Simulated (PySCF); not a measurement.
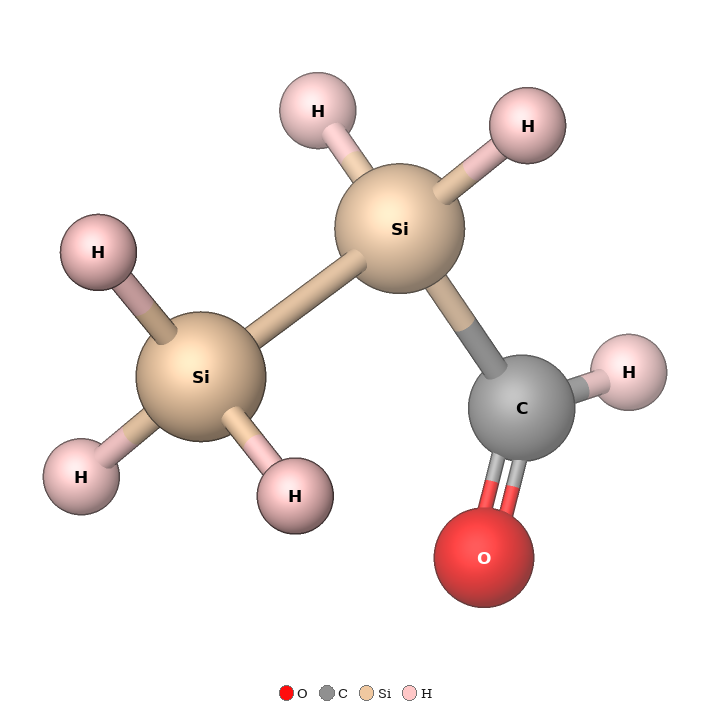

Orthographic view. Distant atoms are faded towards the background colour. Computed geometry: PBE0-D3(BJ)/def2-SVP optimisation. No frequency run is at hand to confirm it as a minimum.

> Give the standard InChI.

InChI=1S/CH6OSi2/c2-1-4-3/h1H,4H2,3H3
